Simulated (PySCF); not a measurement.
SMILES C=CB(C)F, singlet at its CAM-B3LYP/def2-SVP optimised geometry (Å):

```
11

B      0.6838     0.2581     0.0000
F      2.0196     0.2581     0.0000
C     -0.0232     1.6553     0.0000
H     -1.1127     1.6236     0.1315
H      0.1890     2.1576    -0.9599
H      0.4100     2.2996     0.7819
C     -0.0053    -1.1370    -0.0205
C     -1.3316    -1.3089    -0.0278
H      0.6313    -2.0307    -0.0330
H     -1.7971    -2.2996    -0.0468
H     -2.0196    -0.4576    -0.0155
```

Calculation: PySCF 2.14.0 with CAM-B3LYP/def2-TZVP. Cells within 0.4 Å of a nucleus heavier than hydrogen are left out (blank, or x).

Map of the log10 of the electron density (e/bohr³), floored at −4 on the plane z = 0.0 Å:

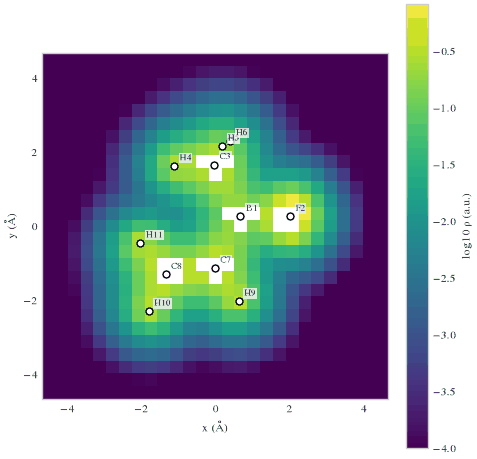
Figure. Log10 of the electron density (e/bohr³), floored at −4 on the plane z = 0.0 Å.
